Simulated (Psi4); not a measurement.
**One shape, several levels: doublet [H2O2]+**

We compute a comparison of 3 runs (U-wB97M-V/def2-TZVPP, U-wB97X/def2-TZVPP, UB2PLYP/def2-TZVPP) of doublet [H2O2]+. 

Program for the calculation: Psi4 1.11.

## (1) The molecule

[H2O2]+ has 4 atoms, charge +1, and is taken as a doublet. SMILES of the parent species: `OO`. Geometry: relaxed at PBE0-D4/def2-TZVP. That shape belongs to the parent species and isn't relaxed for this state.

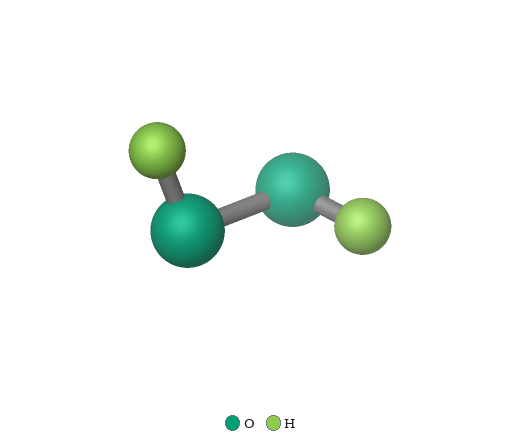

The structure, seen from a chosen angle (oxygen teal, hydrogen green).

## (2) A single-point energy at U-wB97M-V/def2-TZVPP (run 1)

input.dat reads:

```
memory 1.6 GB

molecule {
  1 2
  O
  O 1 R2
  H 1 R3 2 A3
  H 2 R4 1 A4 3 D4

  R2 = 1.425554
  R3 = 0.964977
  A3 = 101.08665
  R4 = 0.964981
  A4 = 101.08205
  D4 = 113.39133
  symmetry c1
  no_reorient
  no_com
}

set basis def2-TZVPP
set reference uks
set puream true
set e_convergence 1e-09
set d_convergence 1e-08
set scf_type pk
set dft_radial_points 99
set dft_spherical_points 590
set maxiter 200

energy("wb97m-v")
```

Run with:

```
$ psi4 input.dat output.dat -n 1
```

output.dat:

```text
[...]
  Running in c1 symmetry.
[...]
  Nuclear repulsion =   37.283116946774129
[...]
  Multiplicity = 2
[...]
  Nalpha       = 9
  Nbeta        = 8
[...]
    Number of basis functions: 90
[...]
   @UKS iter   1:  -151.10986242592830   -1.46563e-01   3.07888e-03 DIIS/ADIIS
[...]
   @UKS iter  12:  -151.14792846964875   -2.44711e-11   6.98735e-09 DIIS
[...]
   @S^2 Observed:                7.534821361E-01
[...]
    Orbital Energies [Eh]
    ---------------------
    Alpha Occupied:
       1A    -19.837475     2A    -19.837460     3A     -1.677230
       4A     -1.436356     5A     -1.051681     6A     -1.003005
       7A     -0.955949     8A     -0.835527     9A     -0.828920
    Alpha Virtual:
      10A     -0.259118    11A     -0.169937    12A     -0.123332
      13A      0.159047    14A      0.167564    15A      0.175753
      16A      0.182308    17A      0.225109    18A      0.260737
      19A      0.301248    20A      0.315196    21A      0.372409
      22A      0.434182    23A      0.465597    24A      0.511720
      25A      0.582454    26A      0.669160    27A      0.983532
[...]
  @UKS Final Energy:  -151.14792846964875
   => Energetics <=
    Nuclear Repulsion Energy =             37.2831169467741290
    One-Electron Energy =                -275.0805491857018978
    Two-Electron Energy =                  99.2404663297708112
    DFT Exchange-Correlation Energy =     -12.6627787135885335
    Empirical Dispersion Energy =           0.0000000000000000
    VV10 Nonlocal Energy =                  0.0718161530967238
    Total Energy =                       -151.1479284696487468
[...]
 Multipole Moments:
 ------------------------------------------------------------------------------------
     Multipole            Electronic (a.u.)      Nuclear  (a.u.)        Total (a.u.)
 ------------------------------------------------------------------------------------
 L = 1.  Multiply by 2.5417464519 to convert [e a0] to [Debye]
 Dipole X            :          0.1225960           -0.7662648           -0.6436688
 Dipole Y            :         -0.0805294            0.5034083            0.4228789
 Dipole Z            :          0.0000215           -0.0000663           -0.0000449
 Magnitude           :                                                    0.7701533
[...]
```

It took 68 s on 1 thread of AMD EPYC 7R43 (Zen 3), shared host; peak memory 0.85 GiB.

## (3) Energy and gradient at U-wB97X/def2-TZVPP (run 2)

input.json reads:

```json
{
 "schema_name": "qcschema_input",
 "schema_version": 1,
 "molecule": {
  "schema_name": "qcschema_molecule",
  "schema_version": 2,
  "symbols": ["O", "O", "H", "H"],
  "geometry": [-0.91991868, -1.09811985, 0.05782562, 0.09127377, 1.37647651, 0.39098434, 0.35224495, -2.11082408, 0.88325799, 0.47639996, 1.8326564, -1.33206795],
  "molecular_charge": 1,
  "molecular_multiplicity": 2,
  "fix_symmetry": "c1"
 },
 "driver": "gradient",
 "model": {
  "method": "wb97x",
  "basis": "def2-TZVPP"
 },
 "keywords": {
  "reference": "uks",
  "puream": true,
  "e_convergence": 1e-09,
  "d_convergence": 1e-08,
  "scf_type": "pk",
  "dft_radial_points": 99,
  "dft_spherical_points": 590,
  "maxiter": 200,
  "scf_properties": ["DIPOLE", "MAYER_INDICES", "WIBERG_LOWDIN_INDICES"]
 }
}
```

Run with:

```
$ psi4 --qcschema input.json -n 1 --memory 1600MB
```

stdout:

```text
[...]
  Running in c1 symmetry.
[...]
  Nuclear repulsion =   37.283118750301384
[...]
  Multiplicity = 2
[...]
  Nalpha       = 9
  Nbeta        = 8
[...]
    Number of basis functions: 90
[...]
   @UKS iter   1:  -151.11359353647228   -1.46443e-01   3.19628e-03 DIIS/ADIIS
[...]
   @UKS iter  12:  -151.15447387167171   -2.67733e-11   7.83605e-09 DIIS
[...]
   @S^2 Observed:                7.540562742E-01
[...]
  @UKS Final Energy:  -151.15447387167171
   => Energetics <=
    Nuclear Repulsion Energy =             37.2831187503013837
    One-Electron Energy =                -275.1615437002049589
    Two-Electron Energy =                  99.2172437891355941
    DFT Exchange-Correlation Energy =     -12.4932927109037308
    Empirical Dispersion Energy =           0.0000000000000000
    VV10 Nonlocal Energy =                  0.0000000000000000
    Total Energy =                       -151.1544738716717120
[...]
 Multipole Moments:
 ------------------------------------------------------------------------------------
     Multipole            Electronic (a.u.)      Nuclear  (a.u.)        Total (a.u.)
 ------------------------------------------------------------------------------------
 L = 1.  Multiply by 2.5417464519 to convert [e a0] to [Debye]
 Dipole X            :         -0.1244383            0.7731780            0.6487396
 Dipole Y            :          0.0417964           -0.2596362           -0.2178397
 Dipole Z            :          0.0674127           -0.4187680           -0.3513553
 Magnitude           :                                                    0.7692644
[...]
  -Total Gradient:
     Atom            X                  Y                   Z
    ------   -----------------  -----------------  -----------------
       1       -0.024731807195    -0.087952787906     0.025236282498
       2        0.012110824755     0.092194444997    -0.018395621052
       3       -0.004671267020     0.015498673465    -0.034613972171
       4        0.017288994024    -0.019739229163     0.027775093606
[...]
```

The result, in JSON:

```text
{
 "driver": "gradient",
 "model": {
  "method": "wb97x",
  "basis": "def2-TZVPP"
 },
 "success": true,
 "return_result": [-0.02473180719521062, -0.08795278790590545, 0.02523628249800436, 0.012110824754897678, 0.09219444499742607, -0.018395621051583932, -0.004671267019843439, 0.01549867346459835, -0.034613972171180465, 0.017288994024301174, -0.01973922916256117, 0.027775093605668044],
 "properties": {
  "calcinfo_nbasis": 90,
  "calcinfo_nmo": 90,
  "calcinfo_nalpha": 9,
  "calcinfo_nbeta": 8,
  "calcinfo_natom": 4,
  "nuclear_repulsion_energy": 37.283118750301384,
  "return_energy": -151.1544738716717,
  "return_gradient": [-0.02473180719521062, -0.08795278790590545, 0.02523628249800436, 0.012110824754897678, 0.09219444499742607, -0.018395621051583932, -0.004671267019843439, 0.01549867346459835, -0.034613972171180465, 0.017288994024301174, -0.01973922916256117, 0.027775093605668044],
  "scf_one_electron_energy": -275.16154370020496,
  "scf_two_electron_energy": 99.2172437891356,
  "scf_xc_energy": -12.49329271090373,
  "scf_dipole_moment": [0.6487396372066144, -0.21783972181752942, -0.351355277875371],
  "scf_total_energy": -151.1544738716717,
  "scf_total_gradient": [-0.02473180719521062, -0.08795278790590545, 0.02523628249800436, 0.012110824754897678, 0.09219444499742607, -0.018395621051583932, -0.004671267019843439, 0.01549867346459835, -0.034613972171180465, 0.017288994024301174, -0.01973922916256117, 0.027775093605668044],
  "scf_iterations": 12
 }
}
```

Run time: 23 s. Hardware: 1 thread of AMD EPYC 7R43 (Zen 3), shared host; peak memory 0.94 GiB.

## (4) A single-point energy at UB2PLYP/def2-TZVPP (density fitting for correlation) (run 3)

h2o2.in reads:

```
memory 1.6 GB

molecule {
  1 2
  O     -0.486800    -0.581100     0.030600
  O      0.048300     0.728400     0.206900
  H      0.186400    -1.117000     0.467400
  H      0.252100     0.969800    -0.704900
  symmetry c1
  no_reorient
  no_com
}

set {
  basis def2-TZVPP
  reference uks
  puream true
  e_convergence 1e-09
  d_convergence 1e-08
  scf_type pk
  dft_radial_points 99
  dft_spherical_points 590
  num_frozen_docc 2
  maxiter 200
}

e = energy('b2plyp')
```

Run with:

```
$ psi4 h2o2.in h2o2.out -n 1
```

h2o2.out:

```text
[...]
  Running in c1 symmetry.
[...]
  Nuclear repulsion =   37.283118773714371
[...]
  Multiplicity = 2
[...]
  Nalpha       = 9
  Nbeta        = 8
[...]
    Number of basis functions: 90
[...]
   @UKS iter   1:  -150.91180174605489   -1.39369e-01   2.77793e-03 ADIIS/DIIS
[...]
   @UKS iter  12:  -150.94051727281783   -1.39835e-11   9.85425e-09 DIIS
[...]
   @S^2 Observed:                7.598446527E-01
[...]
    Orbital Energies [Eh]
    ---------------------
    Alpha Occupied:
       1A    -20.245669     2A    -20.245501     3A     -1.709462
       4A     -1.455150     5A     -1.032651     6A     -0.990703
       7A     -0.941648     8A     -0.829619     9A     -0.819706
    Alpha Virtual:
      10A     -0.277709    11A     -0.192767    12A     -0.143741
      13A      0.137106    14A      0.146067    15A      0.151190
      16A      0.164252    17A      0.199056    18A      0.229313
      19A      0.281032    20A      0.301814    21A      0.352011
      22A      0.412844    23A      0.442652    24A      0.489472
      25A      0.560300    26A      0.651158    27A      0.974243
[...]
  @UKS Final Energy:  -150.94051727281783
   => Energetics <=
    Nuclear Repulsion Energy =             37.2831187737143708
    One-Electron Energy =                -275.0961158868747702
    Two-Electron Energy =                  95.2242136717496805
    DFT Exchange-Correlation Energy =      -8.3517338314071061
    Empirical Dispersion Energy =           0.0000000000000000
    VV10 Nonlocal Energy =                  0.0000000000000000
    Total Energy =                       -150.9405172728178286
[...]
 Multipole Moments:
 ------------------------------------------------------------------------------------
     Multipole            Electronic (a.u.)      Nuclear  (a.u.)        Total (a.u.)
 ------------------------------------------------------------------------------------
 L = 1.  Multiply by 2.5417464519 to convert [e a0] to [Debye]
 Dipole X            :          6.0976324           -5.8005143            0.2971180
 Dipole Y            :         -2.0484012            1.9486856           -0.0997157
 Dipole Z            :         -3.3025806            3.1416697           -0.1609109
 Magnitude           :                                                    0.3522991
[...]
```

It took 14 s on 1 thread of AMD EPYC 7R43 (Zen 3), shared host; peak memory 0.88 GiB.

## (5) The series

| run | level | task | properties | energy (Eh) | HOMO energy (eV) | LUMO energy (eV) | ⟨S²⟩ | wall time |
| --- | --- | --- | --- | --- | --- | --- | --- | --- |
| 1 | U-wB97M-V/def2-TZVPP | energy | – | -151.147928 | -21.52 | -12.39 | 0.753 | 68 s |
| 2 | U-wB97X/def2-TZVPP | gradient | (dipole, mayer, wiberg) | -151.154474 | -21.56 | -12.37 | 0.754 | 23 s |
| 3 | UB2PLYP/def2-TZVPP (density fitting for correlation) | energy | – | -151.102772 | -20.30 | -12.90 | 0.760 | 14 s |

## (6) Outcome

| quantity | value |
| --- | --- |
| run 3: total energy | -151.10277 Eh |
| run 3: HOMO energy (SCF part's orbitals) (highest over α and β) | -20.30 eV |
| run 3: LUMO energy (SCF part's orbitals) (lowest over α and β) | -12.90 eV |
| run 3: ⟨S²⟩ | 0.760 |

**Reading.** Totals of different functionals can't be ranked against each other. All runs together took 1.8 min, the longest 68 s.
